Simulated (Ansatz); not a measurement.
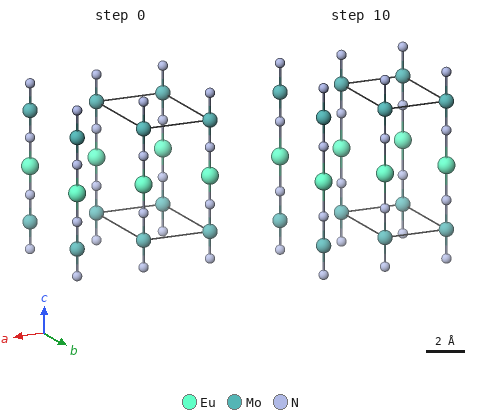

The structure of solid EuMoN2 (a generated structure, set up in P6/mmm) (coarse preliminary run) before (left) and after (right) a relaxation, at one scale.

Style: ball-and-stick. Shown: the cell of the calculation, repeated 2 × 1 × 1 with one cell outlined, from a free direction.

The calculation used Ansatz, DFT PBE, scalar-relativistic, plane waves, PAW. Settings: plane-wave cutoff 420 eV; k-point mesh 6 × 6 × 4; occupations gaussian; smearing width 0.1 eV; collinear spin; cell and atoms relaxed; force threshold 0.04 eV/Å; at most 70 steps.

### What changed between the two?

The energy falls by 2.402 eV per cell of the calculation in 7 accepted moves (10 points after the start). Largest force component: 0.42 eV/Å at the start, 0.012 eV/Å at the end. The pressure goes from 24.65 to 0.00 GPa. The line search rejected the trial step at point 6 of the run. The SCF was repeated twice at an unchanged geometry on a basis and grid sized afresh for the cell, which shifted the energy by 35.6 meV per cell of the calculation at most. The largest moves relative to the cell, 0.13 Å, are those of N atoms. Mo and Eu stay in place. The drawn cell changes as follows: a = b 3.612 → 3.340 Å (−7.5 %), c 7.051 → 8.118 Å (+15.1 %); the volume changes by −1.5 %. Among the contacts that change: Eu–N 1.808 → 2.211 Å, Eu–Eu 3.612 → 3.340 Å, Mo–N 1.717 → 1.848 Å. The space group stays P6/mmm (No. 191). Cost: 94 s on 1 thread of Intel(R) Xeon(R) Platinum 8175M CPU @ 2.50GHz (Skylake/Cascade Lake), with other jobs on the host, peak memory 0.48 GiB.

Limits of the set-up: 4f states are treated without a Hubbard U.
